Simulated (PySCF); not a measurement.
## Electronic structure of C₄H₁₂OSi in real space

| atom | x (Å) | y (Å) | z (Å) |
| --- | --- | --- | --- |
| Si | 0.3365 | 1.0323 | 0.2753 |
| H | 0.2501 | 1.2686 | 1.7565 |
| C | 2.1320 | 0.7588 | -0.1887 |
| H | 2.7394 | 1.6415 | 0.0679 |
| H | 2.2325 | 0.5762 | -1.2703 |
| H | 2.5583 | -0.1052 | 0.3449 |
| C | -0.4114 | 2.4582 | -0.6654 |
| H | -1.4678 | 2.5967 | -0.3903 |
| H | -0.3627 | 2.2729 | -1.7496 |
| H | 0.1259 | 3.3957 | -0.4526 |
| O | -0.5883 | -0.3094 | -0.1031 |
| C | -0.4358 | -1.5690 | 0.4973 |
| C | -1.5999 | -2.4558 | 0.1190 |
| H | 0.5144 | -2.0390 | 0.1754 |
| H | -0.3804 | -1.4719 | 1.6006 |
| H | -1.5002 | -3.4516 | 0.5768 |
| H | -2.5460 | -2.0081 | 0.4576 |
| H | -1.6528 | -2.5738 | -0.9735 |

Geometry: PBE0-D3(BJ)/def2-SVP.

Theory: B3LYP/def2-SVPD, SCF density, gas phase (PySCF 2.14.0).

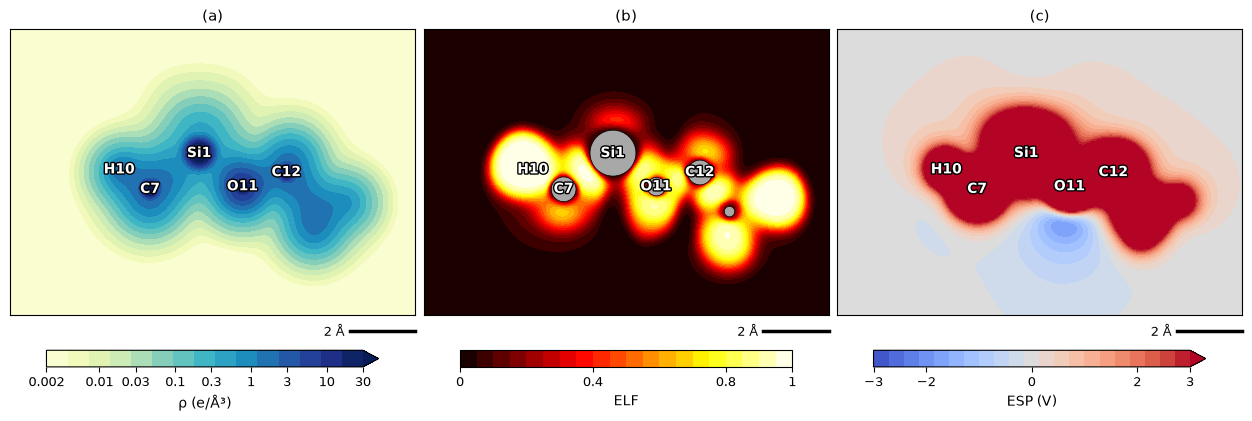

Figure 1. (a) total electron density; (b) electron localisation function; (c) electrostatic potential on the plane of atoms C7, Si1 and O11. Grey discs cover the atomic cores in the ELF map.

Q: Describe what can be read from this map.

A:
- Atoms in the plane: Si, C, H and O.
- C–O (1.40 Å): ρ is about 2.1 e/Å³ halfway, with its minimum of 1.7 e/Å³ about 0.5 Å from C; the ELF peaks at about 0.90 between the atoms, as expected for a shared but strongly polarised pair.
- Si–O (1.67 Å): ρ is about 1.1 e/Å³ halfway; the ELF peaks at about 0.90 between the atoms: a polar covalent bond.
- C–Si (1.86 Å): the density is about 0.99 e/Å³ at the midpoint; the ELF peaks at about 0.95 between the atoms (localised, covalent bonding).
- C–H (1.10 Å): the density is about 1.9 e/Å³ at the midpoint; the ELF climbs to about 1 towards the hydrogen, as it does in any bond to H (a covalent bond by its length).
- The ELF also peaks beside O11, away from the bonds: lone-pair regions.
- Outside the dense part of the molecule the potential is most negative (−1.9 V) near O11.

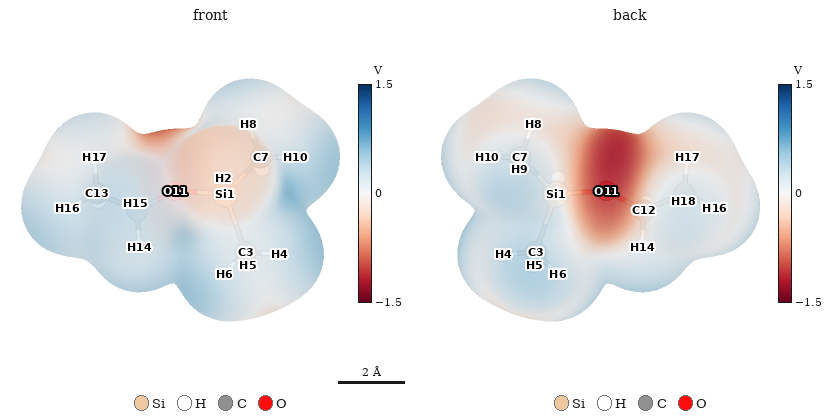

Figure 2. The molecular electrostatic potential painted on the density surface at 0.001 e/bohr³, seen from the front and from behind; red is negative and blue positive.

Q: Which sites attract a positive test charge, and which a negative one?

A: A positive charge is drawn to the negative regions and a negative charge to the positive ones. The most negative region (about −1.2 V, or −28 kcal/mol for a unit charge) lies over O11, the most positive (about +0.6 V, or +14 kcal/mol for a unit charge) over Si1. O11 is the likeliest acceptor of a hydrogen bond.
